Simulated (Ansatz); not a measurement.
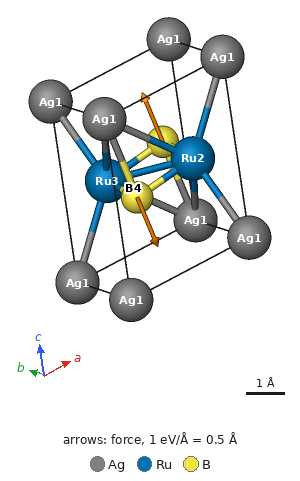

Starting geometry of solid AgB₂Ru₂ (a generated structure, set up in I4/mmm) with the computed forces as orange arrows. Style: ball-and-stick. Shown: the cell of the calculation, slightly off an axis.

The start is a swapped structure.

Theory: DFT, PAW plane waves, PBE in Ansatz 0.2.0. Set-up: plane-wave cutoff 420 eV; k-point mesh 7 × 7 × 7; occupations gaussian; smearing width 0.2724 eV; no spin polarisation; cell and atoms relaxed; at most 80 steps.

### Is this structure relaxed? If not, where do the atoms go?

It isn't relaxed: the largest force vector, on B atoms, is 3.04 eV/Å. The atoms end up moving mostly along the starting forces (cosine between the two patterns 1.00). The energy falls by 617 meV per atom in 8 accepted moves (10 points after the start). The largest force component goes from 3 to 0.00013 eV/Å. The pressure goes from 58.93 to 0.00 GPa. The SCF was repeated twice at an unchanged geometry on a basis and grid sized afresh for the cell, which shifted the energy by 1.6 meV per atom at most. The largest moves relative to the cell, 0.43 Å, are those of B atoms. Ru and Ag stay in place. Cell: a = b 3.770 → 3.933 Å (+4.3 %), c 5.055 → 5.245 Å (+3.8 %), α 68.1° → 68.0°, β 68.1° → 68.0°. Volume +12.7 %. Near-neighbour distances that change, for instance: Ag–B 2.388 → 2.907 Å, B–Ru 1.900 → 2.082 Å, Ru–Ru 2.666 → 2.781 Å, Ag–Ru 2.857 → 2.968 Å. Bond angles that change, for instance: Ru–B–Ru 165.5° → 141.7°, Ru–B–Ru 89.1° → 83.8°. The space group stays I4/mmm (No. 139).
